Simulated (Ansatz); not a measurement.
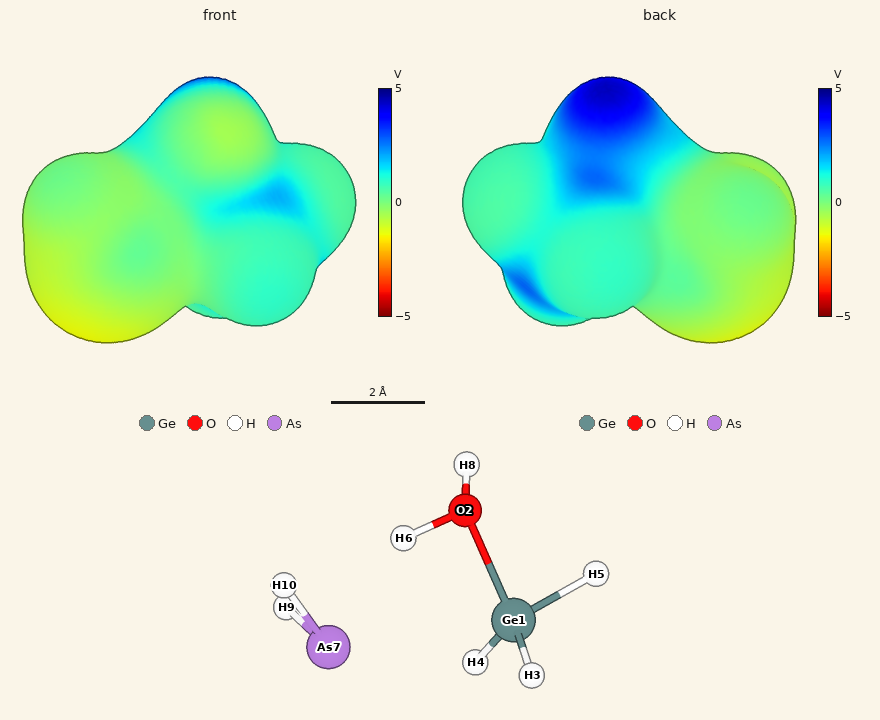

*GeH$_{5}$O···AsH$_{2}$. The molecular electrostatic potential painted on the density surface at 0.004 e/bohr³, seen from the front and from behind; the colour scale runs from red (negative) to blue (positive). The bare structure is drawn below in the same view.*

A transition-state structure; geometry: PBE0-D4/def2-TZVP.

Method: Ansatz 0.2.0, RKS PBE0-D4/def2-TZVPP.

The calculation's input:

```
crystal:
  periodic: [false, false, false]
  atoms:
    - {symbol: Ge, position_ang: [-0.856118, 0.668999, -0.812861]}
    - {symbol: O, position_ang: [0.449671, 1.129569, 0.592226]}
    - {symbol: H, position_ang: [-0.157188, 0.613845, -2.164494]}
    - {symbol: H, position_ang: [-1.899685, -0.402854, -0.495820]}
    - {symbol: H, position_ang: [-1.530200, 2.053222, -0.630827]}
    - {symbol: H, position_ang: [0.790356, 0.117920, 0.640436]}
    - {symbol: As, position_ang: [0.788578, -1.794481, -0.174989]}
    - {symbol: H, position_ang: [0.082910, 1.446975, 1.432553]}
    - {symbol: H, position_ang: [0.158547, -2.184535, 1.160094]}
    - {symbol: H, position_ang: [2.173228, -1.648660, 0.453681]}
basis:
  gaussian: {orbitals: def2-TZVPP}
hamiltonian: {xc: pbe0, dispersion: d4}
output: {orbitals: {seedname: orbitals}}
```

Launched as:

```sh
ansatz run in.yaml --threads 8 --pin off --events-out ev --progress --plain --max-ram 19148MiB
```

Question: Where is the surface potential most negative and most positive?

Answer: The most negative region (about −1.4 V) lies over As7, the most positive (about +4.3 V) over H8.
